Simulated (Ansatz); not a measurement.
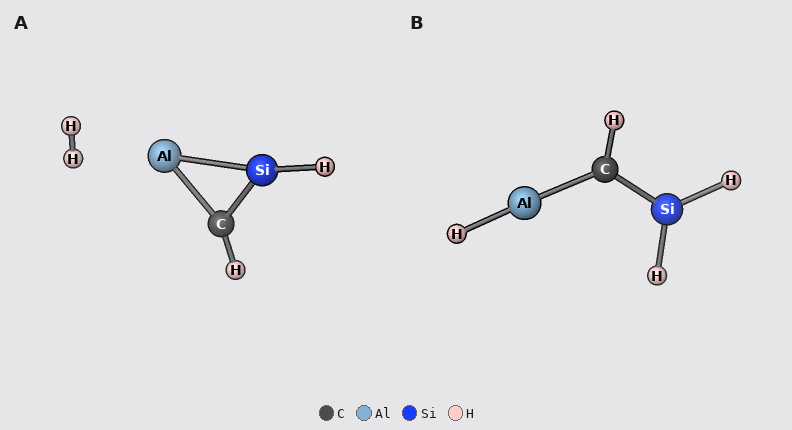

2 stationary structures of one formula. State: charge +1, singlet. Geometries: PBE0-D4/def2-TZVP. Electronic energies: RHF-CCSD(T) (frozen core)/def2-TZVPP (Ansatz 0.2.0), without zero-point energy. No frequency run is at hand to confirm each as a minimum. Each is one conformer, not always the lowest.

Question: Which is lowest in energy, and by how much?

Answer: B is lowest (Cs); A lies 52.2 kcal/mol above it (Cs).

Give E(B) − E(A) in kcal/mol at these levels too: B3LYP-D4/def2-TZVPP; RHF-CCSD(T) (frozen core)/def2-TZVPP; PBE0-D4/def2-TZVP; PBE-D4/def2-TZVPP; ωB97M-V/def2-TZVPP; PBE0-D4/def2-TZVPP; r2SCAN-D4/def2-TZVPP.

```json
{"level": "B3LYP-D4/def2-TZVPP", "E(B) − E(A) (kcal/mol)": "−54.6"}
{"level": "RHF-CCSD(T) (frozen core)/def2-TZVPP", "E(B) − E(A) (kcal/mol)": "−52.2"}
{"level": "PBE0-D4/def2-TZVP", "E(B) − E(A) (kcal/mol)": "−51.7"}
{"level": "PBE-D4/def2-TZVPP", "E(B) − E(A) (kcal/mol)": "−46.1"}
{"level": "ωB97M-V/def2-TZVPP", "E(B) − E(A) (kcal/mol)": "−55.9"}
{"level": "PBE0-D4/def2-TZVPP", "E(B) − E(A) (kcal/mol)": "−51.6"}
{"level": "r2SCAN-D4/def2-TZVPP", "E(B) − E(A) (kcal/mol)": "−49.9"}
```
